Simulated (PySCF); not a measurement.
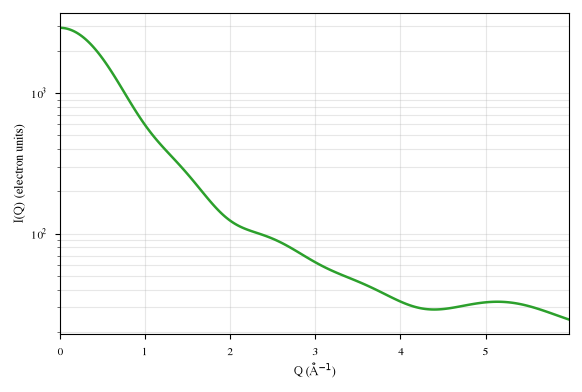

Elastic X-ray scattering of a randomly oriented, rigid molecule, calculated with the Debye equation from neutral-atom form factors (independent atoms, no Compton part, no vibration). The geometry is the end point of an optimisation (PBE0-D3(BJ)/def2-SVP geometry optimisation, gas phase in PySCF); it may be a saddle point or a higher isomer. It contains C, N, H.

Question: How many electrons does the independent-atom model of the molecule hold?

Answer: I(0) is the square of the electron number: I(0) = 2910, so about 54 electrons, the count of C6H11N.

Question: What radius of gyration does the initial fall-off give?

Answer: From I(Q) ≈ I(0) exp(−Q²R²/3) at small Q, R ≈ 2.50 Å. It is larger than the electron-weighted radius of the nuclear positions alone (2.37 Å), because each atom's electron cloud adds to it.
